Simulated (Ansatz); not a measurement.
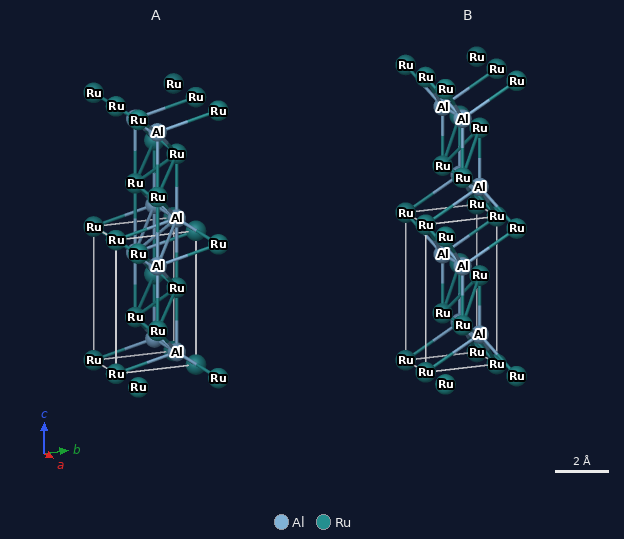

Two geometries of a crystal of Al₂Ru₃ (a generated structure, set up in P-3m1) (coarse preliminary run), drawn at one scale. One is the start of a relaxation, the other its converged end. Style: ball-and-stick. Shown: the cell of the calculation, repeated 2 × 1 × 2 with one cell outlined, slightly off an axis.

Method: DFT PBE, scalar-relativistic, plane waves, PAW (Ansatz). Settings: plane-wave cutoff 420 eV; k-point mesh 6 × 6 × 4; occupations gaussian; smearing width 0.1 eV; no spin polarisation; cell and atoms relaxed; force threshold 0.04 eV/Å; at most 70 steps.

Question: Which geometry has the lower energy?

Answer: Structure A is the relaxed one. The largest moves relative to the cell, 0.49 Å, are those of Al atoms. By element the largest moves are Al 0.49 Å, Ru 0.07 Å. The drawn cell changes as follows: a = b 3.650 → 4.100 Å (+12.3 %), c 5.675 → 5.140 Å (−9.4 %); the volume changes by +14.3 %. Among the contacts that change: Al–Ru 3.407 → 2.659 Å, Al–Al 3.500 → 2.825 Å, Al–Ru 2.194 → 2.617 Å, Al–Ru 2.268 → 2.481 Å. New bonds form: Al–Ru (3.41 → 2.66 Å). Bond angles that change, for instance: Al–Ru–Al 92.4° → 110.9°, Al–Ru–Al 87.6° → 69.1°. The space group stays P-3m1 (No. 164). Over 7 accepted moves (9 points after the start) the energy falls by 797 meV per atom. The largest force component goes from 4.9 to 0.025 eV/Å. The pressure goes from 51.53 to 0.29 GPa. At 2 points the geometry stayed and the basis and grid were re-selected for the new cell (energy shift of 6.0 meV per atom at most each time). Cost: 33 s on 1 thread of Arm Neoverse V1, with other jobs on the host, peak memory 0.35 GiB.
